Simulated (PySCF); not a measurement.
**One shape, several levels: doublet CH6BSb−**

We compute a comparison of 3 runs (UHF/STO-3G, UHF/3-21G, USCS-MP2/def2-SVPD) of doublet CH6BSb−. The job is set up through a Python script.

The calculation is run with PySCF 2.14.0.

1 further run of the same task is left out (set aside as unsound or not needed).

**1. The structure to begin with**

CH6BSb− has 9 atoms, charge -1, and is taken as a doublet. As SMILES of the parent species, `C[BH][SbH2]`. The shape is that of a PBE0-D4/def2-TZVP optimisation. This is one conformer, not always the lowest. That shape belongs to the parent species and isn't relaxed for this state.

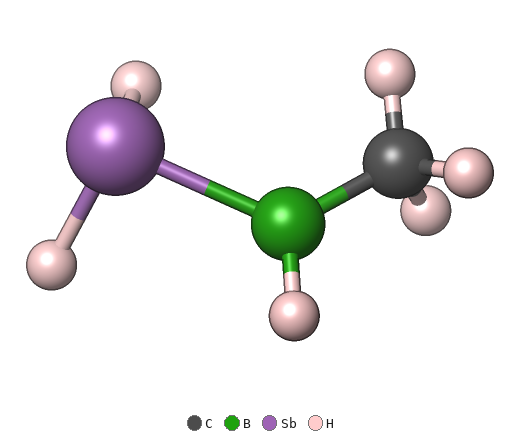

Viewed from a chosen angle; carbon dark grey, boron green, antimony purple, hydrogen pink.

**2. The energy at UHF/STO-3G (run 1)**

Contents of geometry.xyz:

```xyz
9
CH6BSb
C     -0.696500     0.976700    -0.600500
B      0.386200    -0.132200    -0.547000
Sb     1.415200    -0.767000     1.323700
H     -1.637800     0.449300    -0.824500
H     -0.551700     1.662600    -1.441500
H     -0.856700     1.545300     0.316400
H      0.752700    -0.653500    -1.562200
H      1.258000    -2.435000     1.019200
H      0.019000    -0.692400     2.299200
```

Contents of job.py:

```python
from pyscf import gto, scf

mol = gto.M(
    atom='geometry.xyz',
    spin=1,
    basis='sto-3g',
    max_memory=1860,
    charge=-1,
    verbose=4,
)

mf = scf.UHF(mol)
mf.conv_tol = 1e-10
mf.kernel()
if not mf.converged:
    mf = mf.newton().run(mf.mo_coeff, mf.mo_occ)

e_final = mf.e_tot
print('Final energy', e_final)
```

Run with:

```sh
$ OMP_NUM_THREADS=1 python job.py
```

Output:

```text
PySCF version 2.14.0

[... 93 lines left out ...]
converged SCF energy = -6316.44381352745  <S^2> = 0.76984409  2S+1 = 2.0197466
Final energy -6316.443813527452
```

It took 1 s on 1 thread of Arm Neoverse V1, shared host; peak memory 0.12 GiB.

**3. The energy at UHF/3-21G (run 2)**

Contents of job.py:

```python
from pyscf import gto, scf

molecule = gto.Mole()
molecule.atom = '''
C     -1.316194     1.845696    -1.134781
B      0.729812    -0.249822    -1.033680
Sb     2.674340    -1.449420     2.501430
H     -3.094993     0.849054    -1.558079
H     -1.042562     3.141859    -2.724040
H     -1.618928     2.920194     0.597909
H      1.422397    -1.234936    -2.952130
H      2.377275    -4.601483     1.926009
H      0.035905    -1.308446     4.344858
'''
molecule.basis = '3-21g'
molecule.spin = 1
molecule.max_memory = 1860
molecule.unit = 'bohr'
molecule.verbose = 3
molecule.charge = -1
molecule.build()

mf = scf.UHF(molecule)
mf.conv_tol = 1e-10
mf.kernel()
if not mf.converged:
    mf = mf.newton().run(mf.mo_coeff, mf.mo_occ)

e_tot = mf.e_tot
print('E = %.10f Eh' % e_tot)
```

Run with:

```sh
$ OMP_NUM_THREADS=1 python job.py
```

Output:

```text
converged SCF energy = -6351.26762184677  <S^2> = 0.76940064  2S+1 = 2.0193074
E = -6351.2676218468 Eh
```

Wall time 1.2 s (1 thread of Arm Neoverse V1, shared host); peak memory 0.12 GiB.

**4. The energy at USCS-MP2/def2-SVPD (core potential) (run 3)**

Contents of run.py:

```python
from pyscf import gto, mp

system = gto.M(
    atom='''
C     -1.316194     1.845696    -1.134781
B      0.729812    -0.249822    -1.033680
Sb     2.674340    -1.449420     2.501430
H     -3.094993     0.849054    -1.558079
H     -1.042562     3.141859    -2.724040
H     -1.618928     2.920194     0.597909
H      1.422397    -1.234936    -2.952130
H      2.377275    -4.601483     1.926009
H      0.035905    -1.308446     4.344858
''',
    basis='def2-svpd',
    ecp={'Sb': 'def2-svp'},
    max_memory=1860,
    verbose=3,
    charge=-1,
    unit='bohr',
    spin=1,
)

mf = system.UHF()
mf.conv_tol = 1e-10
mf.kernel()
if not mf.converged:
    mf = mf.newton().run(mf.mo_coeff, mf.mo_occ)

pt = mp.MP2(mf, frozen=6).run()
etot = mf.e_tot + 1.2 * pt.e_corr_os + pt.e_corr_ss / 3
print(f'total energy: {etot:.8f} hartree')
```

Run with:

```sh
$ OMP_NUM_THREADS=1 python run.py
```

Output:

```text
SCF not converged.
SCF energy = -305.1353894598 after 50 cycles  <S^2> = 0.7701147  2S+1 = 2.0200146
converged SCF energy = -305.191705929164  <S^2> = 0.76821834  2S+1 = 2.0181361
E(UMP2) = -305.584562039639  E_corr = -0.392856110475767
E(SCS-UMP2) = -305.585376798847  E_corr = -0.393670869683796
total energy: -305.58537680 hartree
```

Run time: 43 s. Hardware: 1 thread of Arm Neoverse V1, shared host; peak memory 0.44 GiB.

**5. The series**

```tsv
run	level	core potential	frozen core orbitals	energy (Eh)	HOMO energy (eV)	LUMO energy (eV)	⟨S²⟩	wall time
1	UHF/STO-3G	–	–	-6316.443814	3.23	15.53	0.770	1 s
2	UHF/3-21G	–	–	-6351.267622	-0.03	8.40	0.769	1.2 s
3	USCS-MP2/def2-SVPD (core potential)	def2-svp	6	-305.585377	-0.32	6.05	0.768	43 s
```

**6. What came out**

```
                                                         quantity          value
                                              run 3: total energy  -305.58538 Eh
run 3: HOMO energy (Hartree–Fock orbitals) (highest over α and β)       -0.32 eV
 run 3: LUMO energy (Hartree–Fock orbitals) (lowest over α and β)        6.05 eV
               run 3: correlation energy (6 core orbitals frozen)     -393.7 mEh
                         run 3: ⟨S²⟩ of the reference determinant          0.768
```

What this shows: Some runs of one species differ in core potentials or relativity; totals across that change don't compare. In run 1 the HOMO lies above zero, so the outermost electron may be held by the basis alone. In run 1 the basis is minimal, so the values are rough. In runs 1, 2 relativity is left out where basis or elements ask for it. All runs together took 46 s, the longest 43 s.
